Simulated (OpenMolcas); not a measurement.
# SnNH4Cl (SMILES [NH2][SnH2][Cl]): levels of theory compared

Aim: a comparison of 6 runs (B2PLYP/def2-SVP, B3LYP/def2-SVP, M06-L/def2-SVP, PBE/def2-SVP, PBE0/def2-SVP, TPSS/def2-SVP) of SnNH4Cl. 

The results are computed with OpenMolcas 26.06.

### Step 1. The molecule

The species is SnNH4Cl (7 atoms), meant as a singlet with charge 0. SMILES: `[NH2][SnH2][Cl]`. The coordinates come from a PBE0-D4/def2-TZVP relaxation. This is one conformer, not always the lowest.

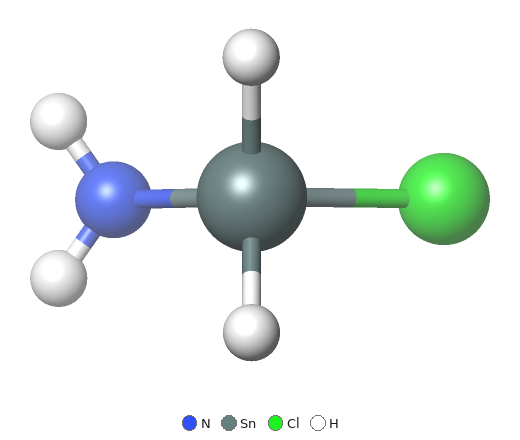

The structure, seen from a chosen angle (nitrogen blue, tin teal, chlorine green, hydrogen white).

### Step 2. The energy at B2PLYP/def2-SVP (core potential) (run 1)

Contents of mol.xyz:

```xyz
7

N     -0.972800    -0.020100    -0.835200
Sn     0.562300     0.041400     0.449100
Cl     0.846400    -2.133500     1.251000
H     -1.803500     0.485500    -0.566500
H     -0.756400     0.165200    -1.803000
H      0.172800     0.976800     1.814600
H      2.012400     0.416800    -0.355700
```

Contents of job.inp:

```
* ClH4NSn Kohn-Sham DFT
>>> EXPORT MOLCAS_PRINT=2
&GATEWAY
BasLib=$CurrDir
Coord=mol.xyz
Basis=def2-SVP
Group=NoSym
&SEWARD
GridInput
Grid=UltraFine
End of Grid
&SCF
KSDFT=B2PLYP_SCF
Thresholds=1e-10 1e-07 1e-07 1e-05
PrOrbitals=1 1
&MBPT2
Frozen=10
```

The basis set def2-SVP is read from a file made from the Basis Set Exchange's data (not shown).

Launch:

```sh
$ export MOLCAS_MEM=1860
$ pymolcas job.inp > job.log
```

The log of the run:

```text
--- Start Module: gateway ---
[...]
--- Stop Module: gateway /rc=_RC_ALL_IS_WELL_ ---
[...]
      Basis functions           78
[...]
--- Start Module: scf ---
[...]
       Convergence after  13 Iterations
[...]
::    Total KS-DFT energy                            -730.8631999744
[...]
      Total spin, S                                     0.0000000000
[...]
      Total electronic charge=   50.000000
      Total            charge=   -0.000000
[...]
      Dipole Moment (debye):
      Origin of the operator (angstrom)=    0.4801   -0.3925    0.4915
                   X= -4.6214E-01               Y=  3.4776E+00               Z= -1.2907E+00           Total=  3.7381E+00
      Quadrupole Moment (debye*angstrom):
[...]
--- Stop Module: scf /rc=_RC_ALL_IS_WELL_ ---
[...]
--- Start Module: mbpt2 ---
[...]
 ###    WARNING: MP2 implementation intended for RHF references only         ###
 ###############################################################################
MBPT2 WARNING: Reference function according to RunFile:KS-DFT
I'll assume you know what you're doing and continue
WARNING!
Default frozen orbitals as non valence orbitals is overwritten by user input.
Default values:   6
[...]
       Reference weight ( Cref**2 )         =        0.81150
::    Total MBPT2 energy                             -731.3808225126
[...]
      Total MBPT2 calculations                           0.17      0.21
--- Stop Module: mbpt2 /rc=_RC_ALL_IS_WELL_ ---
[...]
```

It took 16 s on 1 thread of Intel Xeon 6975P-C (Granite Rapids), shared host; peak memory 0.44 GiB.

### Step 3. Energy and forces at B3LYP/def2-SVP (core potential) (run 2)

Contents of mol.inp:

```
* ClH4NSn Kohn-Sham DFT
&GATEWAY
BasLib=$CurrDir
BasisSet
N.def2-SVP....
N1 -0.972800 -0.020100 -0.835200 angstrom
End of Basis
BasisSet
Sn.def2-SVP....
Sn2 0.562300 0.041400 0.449100 angstrom
End of Basis
BasisSet
Cl.def2-SVP....
Cl3 0.846400 -2.133500 1.251000 angstrom
End of Basis
BasisSet
H.def2-SVP....
H4 -1.803500 0.485500 -0.566500 angstrom
H5 -0.756400 0.165200 -1.803000 angstrom
H6 0.172800 0.976800 1.814600 angstrom
H7 2.012400 0.416800 -0.355700 angstrom
End of Basis
&SEWARD
GridInput
Grid=UltraFine
End of Grid
&SCF
KSDFT=B3LYP
Thresholds=1e-10 1e-07 1e-07 1e-05
PrOrbitals=1 2
&ALASKA
```

The basis set def2-SVP is read from a file made from the Basis Set Exchange's data (not shown).

Launch:

```sh
$ export MOLCAS_MEM=1860
$ pymolcas mol.inp > mol.log
```

The log of the run:

```text
--- Start Module: gateway ---
[...]
--- Stop Module: gateway /rc=_RC_ALL_IS_WELL_ ---
[...]
      Basis functions           78
[...]
--- Start Module: scf ---
[...]
       Convergence after  14 Iterations
[...]
::    Total KS-DFT energy                            -731.5759333775
[...]
      Total spin, S                                     0.0000000000
[...]
      Total electronic charge=   50.000000
      Total            charge=   -0.000000
[...]
      Dipole Moment (debye):
      Origin of the operator (angstrom)=    0.4801   -0.3925    0.4915
                   X= -5.5214E-01               Y=  3.2561E+00               Z= -1.3096E+00           Total=  3.5527E+00
      Quadrupole Moment (debye*angstrom):
[...]
 *              Molecular gradients               *
 **************************************************
  Irreducible representation: a
 ------------------------------------------------------------------------------------------
                              X                       Y                       Z
 ------------------------------------------------------------------------------------------
  N1                3.84336336952984E-03    3.03514980621111E-03    2.43680432425730E-03
  SN2              -5.00493228823284E-03   -6.96037745877831E-03   -2.44862274988314E-03
  CL3              -1.92564532126305E-03    1.25674286368671E-02   -4.87042529241499E-03
  H4                6.65080386846562E-03   -3.20394895232301E-03   -1.70994701389127E-03
  H5               -1.11398274071783E-03   -8.36170331700137E-04    7.48999565199870E-03
  H6                7.97858959408870E-04   -2.92150852111339E-03   -2.84576592692964E-03
  H7               -3.24746584716173E-03   -1.68057317920467E-03    1.94796100684291E-03
 ------------------------------------------------------------------------------------------
[...]
```

It took 23 s on 1 thread of Intel Xeon 6975P-C (Granite Rapids), shared host; peak memory 0.44 GiB.

Run 3 isn't shown in full; the table further down has it.

### Step 4. Energy and forces at PBE/def2-SVP (core potential) (run 4)

Contents of job.inp:

```
* ClH4NSn Kohn-Sham DFT

&GATEWAY
  BasLib=$CurrDir
  BasisSet
  N.def2-SVP....
  N1 -0.972800 -0.020100 -0.835200 angstrom
  End of Basis
  BasisSet
  Sn.def2-SVP....
  Sn2 0.562300 0.041400 0.449100 angstrom
  End of Basis
  BasisSet
  Cl.def2-SVP....
  Cl3 0.846400 -2.133500 1.251000 angstrom
  End of Basis
  BasisSet
  H.def2-SVP....
  H4 -1.803500 0.485500 -0.566500 angstrom
  H5 -0.756400 0.165200 -1.803000 angstrom
  H6 0.172800 0.976800 1.814600 angstrom
  H7 2.012400 0.416800 -0.355700 angstrom
  End of Basis

&SEWARD
  GridInput
  Grid=UltraFine
  End of Grid

&SCF
  KSDFT=PBE
  Thresholds=1e-10 1e-07 1e-07 1e-05
  PrOrbitals=1 1

&ALASKA
```

The basis set def2-SVP is read from a file made from the Basis Set Exchange's data (not shown).

Launch:

```sh
$ export MOLCAS_MEM=1860
$ pymolcas job.inp > job.log
```

The log of the run:

```text
--- Start Module: gateway ---
[...]
--- Stop Module: gateway /rc=_RC_ALL_IS_WELL_ ---
[...]
      Basis functions           78
[...]
--- Start Module: scf ---
[...]
       Convergence after  18 Iterations
[...]
::    Total KS-DFT energy                            -731.2201815787
[...]
      Total spin, S                                     0.0000000000
[...]
      Total electronic charge=   50.000000
      Total            charge=   -0.000000
[...]
      Dipole Moment (debye):
      Origin of the operator (angstrom)=    0.4801   -0.3925    0.4915
                   X= -6.3799E-01               Y=  3.1492E+00               Z= -1.3546E+00           Total=  3.4871E+00
      Quadrupole Moment (debye*angstrom):
[...]
 *              Molecular gradients               *
 **************************************************
  Irreducible representation: a
 ------------------------------------------------------------------------------------------
                              X                       Y                       Z
 ------------------------------------------------------------------------------------------
  N1                2.58763788144734E-03    7.92606124529982E-03    1.05540428901207E-04
  SN2              -5.13114703990070E-03   -6.92088193007834E-03   -2.56341141259753E-03
  CL3              -1.88293914436688E-03    1.31619131573508E-02   -4.98774427239468E-03
  H4                1.11460142685589E-02   -6.28783747393769E-03   -3.67459666240344E-03
  H5               -2.85544458647580E-03   -2.01300472407628E-03    1.28904088613391E-02
  H6                1.55158810865719E-03   -3.99822591922838E-03   -5.00440855536421E-03
  H7               -5.41570948780734E-03   -1.86802435527689E-03    3.23421161244175E-03
 ------------------------------------------------------------------------------------------
[...]
```

Run time: 24 s. Hardware: 1 thread of Intel Xeon 6975P-C (Granite Rapids), shared host; peak memory 0.43 GiB.

Run 5 isn't shown in full; the table further down has it.

### Step 5. Energy and gradient at TPSS/def2-SVP (core potential) (run 6)

Contents of struct.xyz:

```xyz
7

N     -0.972800    -0.020100    -0.835200
Sn     0.562300     0.041400     0.449100
Cl     0.846400    -2.133500     1.251000
H     -1.803500     0.485500    -0.566500
H     -0.756400     0.165200    -1.803000
H      0.172800     0.976800     1.814600
H      2.012400     0.416800    -0.355700
```

Contents of run.input:

```
&GATEWAY
BASLIB=$CurrDir
COORD=struct.xyz
BASIS=def2-SVP
GROUP=NoSym
&SEWARD
GRIDINPUT
Grid=UltraFine
End of Grid
&SCF
KSDFT=2
1.0 MGGA_X_TPSS
1.0 MGGA_C_TPSS
THRESHOLDS=1e-10 1e-07 1e-07 1e-05
PRORBITALS=1 1
&ALASKA
```

The basis set def2-SVP is read from a file made from the Basis Set Exchange's data (not shown).

Launch:

```sh
$ export MOLCAS_MEM=1860
$ pymolcas run.input > run.log
```

The log of the run:

```text
--- Start Module: gateway ---
[...]
--- Stop Module: gateway /rc=_RC_ALL_IS_WELL_ ---
[...]
      Basis functions           78
[...]
--- Start Module: scf ---
[...]
       Convergence after  19 Iterations
[...]
::    Total KS-DFT energy                            -731.4351578891
[...]
      Total spin, S                                     0.0000000000
[...]
      Total electronic charge=   50.000000
      Total            charge=   -0.000000
[...]
      Dipole Moment (debye):
      Origin of the operator (angstrom)=    0.4801   -0.3925    0.4915
                   X= -6.5522E-01               Y=  3.2064E+00               Z= -1.3840E+00           Total=  3.5532E+00
      Quadrupole Moment (debye*angstrom):
[...]
 *              Molecular gradients               *
 **************************************************
  Irreducible representation: a
 ------------------------------------------------------------------------------------------
                              X                       Y                       Z
 ------------------------------------------------------------------------------------------
  N1                2.49535970866788E-03    7.21022578570807E-03    2.13971557204040E-04
  SN2              -5.49384071411829E-03   -7.60716256795035E-03   -2.69479302331771E-03
  CL3              -1.80407332801380E-03    1.22282713821669E-02   -4.67982134706268E-03
  H4                9.97636272980529E-03   -5.65329848936447E-03   -3.01607071838261E-03
  H5               -2.30353223254864E-03   -1.90457335153726E-03    1.15157693409493E-02
  H6                8.19648077373003E-04   -2.82791002579330E-03   -3.33951630545748E-03
  H7               -3.68992424118630E-03   -1.44555273327951E-03    2.00046049608060E-03
 ------------------------------------------------------------------------------------------
[...]
```

Run time: 31 s. Hardware: 1 thread of Intel Xeon 6975P-C (Granite Rapids), shared host; peak memory 0.44 GiB.

### Step 6. All runs side by side

| run | level | task | frozen core orbitals | energy (Eh) | dipole moment (D) | HOMO energy (eV) | LUMO energy (eV) | wall time |
| --- | --- | --- | --- | --- | --- | --- | --- | --- |
| 1 | B2PLYP/def2-SVP (core potential) | energy | 10 | -731.002958 | 3.74 | -8.70 | 1.20 | 16 s |
| 2 | B3LYP/def2-SVP (core potential) | gradient | – | -731.575933 | 3.55 | -7.08 | -0.36 | 23 s |
| 3 | M06-L/def2-SVP (core potential) | gradient | – | -731.649267 | 3.80 | -6.20 | -0.58 | 33 s |
| 4 | PBE/def2-SVP (core potential) | gradient | – | -731.220182 | 3.49 | -5.90 | -1.03 | 24 s |
| 5 | PBE0/def2-SVP (core potential) | gradient | – | -731.278011 | 3.68 | -7.39 | -0.09 | 23 s |
| 6 | TPSS/def2-SVP (core potential) | gradient | – | -731.435158 | 3.55 | -6.04 | -0.93 | 31 s |

### Step 7. Summary of results

| quantity | value |
| --- | --- |
| run 6: total energy | -731.43516 Eh |
| run 6: dipole moment | 3.55 D |
| run 6: HOMO energy | -6.04 eV |
| run 6: LUMO energy | -0.93 eV |
| run 6: HOMO–LUMO gap | 5.11 eV |
| run 6: largest force on an atom | 0.680 eV/Å |

In words: The dipole moment (its size) runs from 3.49 D (PBE/def2-SVP) to 3.80 D (M06-L/def2-SVP). The HOMO–LUMO gap runs from 4.87 eV (PBE/def2-SVP) to 9.90 eV (B2PLYP/def2-SVP). A double hybrid's value is that of its SCF part. For B2PLYP the log adds the whole second-order term; the table takes 0.27 of it, as the functional is defined. Totals of different functionals can't be ranked against each other. All runs together took 2.5 min, the longest 33 s.
